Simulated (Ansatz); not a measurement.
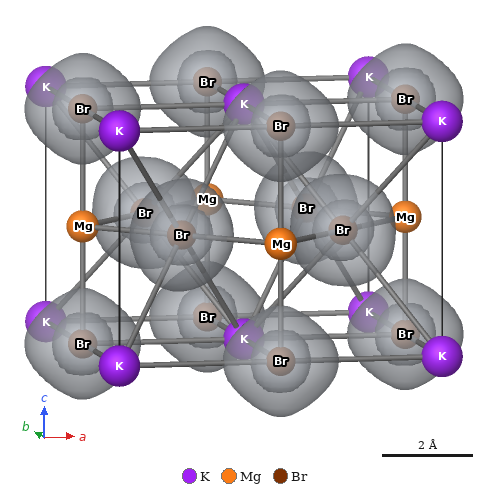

The picture shows: KMgBr3. Isosurface of the ELF at 0.8 (grey), seen slightly off an axis. Only the valence region is drawn (cores and ρ < 0.01 e/Å³ removed). Sticks mark near contacts.

Space group Cmmm; started from the cubic perovskite prototype, which need not be the ambient phase; changed on purpose from its base cell (shear xy strain -3.0%).

The calculation used DFT, r2SCAN, plane waves, PAW (Ansatz 0.2.0).

The calculation's input:

```
crystal:
  lattice:
    - [5.3031670886, -0.0795475063, 0.0]
    - [-0.0795475063, 5.3031670886, 0.0]
    - [0.0, 0.0, 5.3031670886]
  atoms:
    - { symbol: K, position: [0.0, 0.0, 0.0] }
    - { symbol: Mg, position: [0.5, 0.5, 0.5] }
    - { symbol: Br, position: [0.5, 0.5, 0.0] }
    - { symbol: Br, position: [0.5, 0.0, 0.5] }
    - { symbol: Br, position: [0.0, 0.5, 0.5] }
kpoints:
  mp_grid: { grid: [6, 6, 6] }
  band_path:
    path: [[0.0, 0.0, 0.0], [0.0, 0.5, 0.0], [0.5, 0.5, 0.0], [0.5, 0.5, 0.5]]
    npoints: 1
hamiltonian:
  xc: r2scan
scf:
  occupations: { method: fixed }
  n_extra_bands: 5
output:
  forces: true
  stress: true
  eigenvalues: true
  write_density: true
  write_potential: true
  elf: true
  volumetric_format: npy
```

Launched as:

```sh
ansatz run input.yaml --threads 4 --pin off --max-ram 4608MiB --backend cpu --events-out ev --progress --plain --runs-dir out
```

Below, planes, directions and counts refer to the conventional cell (a = 7.39 Å, b = 7.61 Å, c = 5.30 Å, α = 90.00°, β = 90.00°, γ = 90.00°).

### Describe the localisation domains.

The surface consists of six regions wrapped around Br (the valence shell of each), counted in one cell of 10 atoms. Regions shared between cells count once.

Values along the shortest contacts:
Mg–Br (2.65 Å): the ELF is about 0.75 at the midpoint (an ionic contact with no shared pair). K–Br (3.69 Å): the ELF is about 0.10 at the midpoint: an ionic contact with no shared pair.
